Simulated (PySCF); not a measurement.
## Electronic structure of C5H14BNSi (SMILES C[SiH2]B(C)NC1CC1) in real space

```xyz
22

C    -3.5239   -0.7786    0.6197
Si   -2.1038   -0.8575   -0.6522
B    -0.5674    0.2783   -0.1804
C    -0.7303    1.7757    0.3433
N     0.7075   -0.2544   -0.3096
C     1.9723    0.3485   -0.0439
C     3.0847   -0.4791    0.5346
C     3.1597   -0.0099   -0.8906
H    -4.3405   -1.4408    0.3492
H    -3.9267    0.2281    0.6865
H    -3.1867   -1.0607    1.6134
H    -1.7596   -2.2962   -0.7816
H    -2.7297   -0.5394   -1.9552
H    -0.3854    1.8706    1.3735
H    -1.7625    2.1190    0.3236
H    -0.1486    2.4843   -0.2459
H     0.8217   -1.2055   -0.6347
H     1.8831    1.3725    0.2896
H     2.8959   -1.5277    0.7105
H     3.7403   -0.0282    1.2631
H     3.8675    0.7637   -1.1435
H     3.0219   -0.7434   -1.6710
```

Geometry: GFN2-xTB.

Level of theory: PBE0/pcSseg-1, SCF density, gas phase, non-relativistic in PySCF.

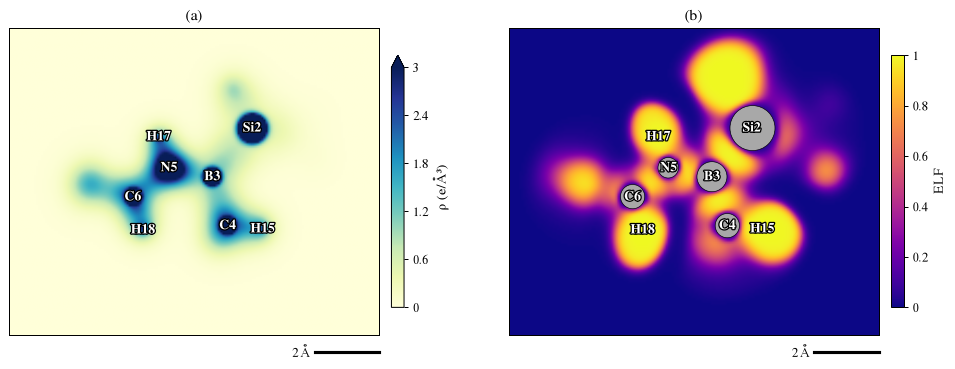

Figure 1. (a) total electron density; (b) electron localisation function on the plane of atoms Si2, B3 and N5. Grey discs cover the atomic cores in the ELF map.

Q: What does the map show?

A: The section cuts through Si, B, C, N and H sites. B–N (1.39 Å): the density is about 2 e/Å³ at the midpoint; the ELF peaks at about 0.95 between the atoms (a short, strongly polar bond). C–N (1.43 Å): ρ at the midpoint is about 2 e/Å³; the ELF peaks at about 0.95 between the atoms, as expected for a shared electron pair. C–B (1.59 Å): ρ is about 1.3 e/Å³ halfway; the ELF peaks at about 1 between the atoms; a covalent bond. Si–B (1.97 Å): ρ at the midpoint is about 0.84 e/Å³; the ELF peaks at about 1 between the atoms; a shared electron pair. N–H (1.01 Å): ρ at the midpoint is about 2.9 e/Å³; the ELF climbs to about 1 towards the hydrogen, as it does in any bond to H (an ordinary covalent bond to hydrogen).

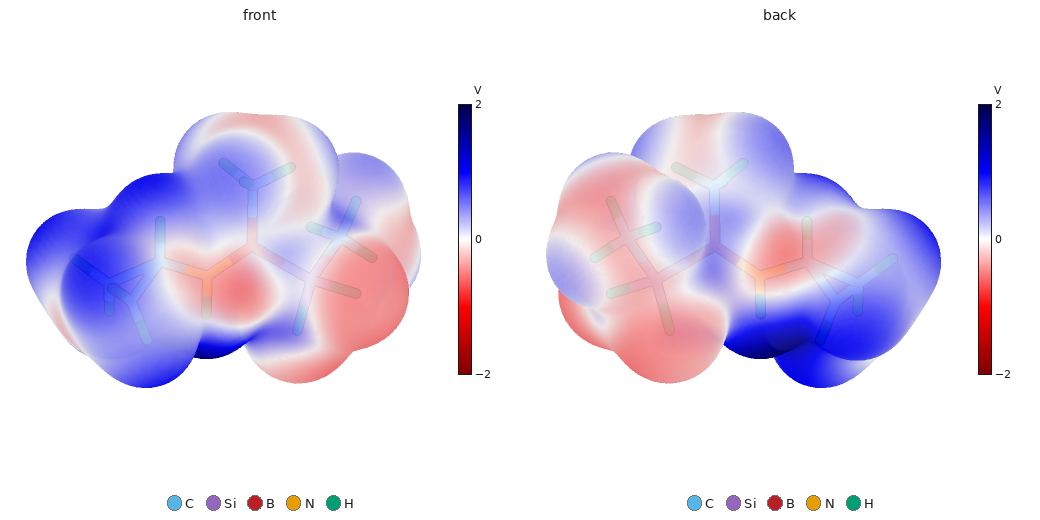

Figure 2. The electrostatic potential painted on the density surface at 0.002 e/bohr³, seen from the front and from behind; the colour scale runs from red (negative) to blue (positive).

Q: Which sites attract a positive test charge, and which a negative one?

A: A positive charge is drawn to the negative regions and a negative charge to the positive ones. The most negative region (about −0.5 V) lies over N5, H12 and H13, the most positive (about +1.7 V) over H17.
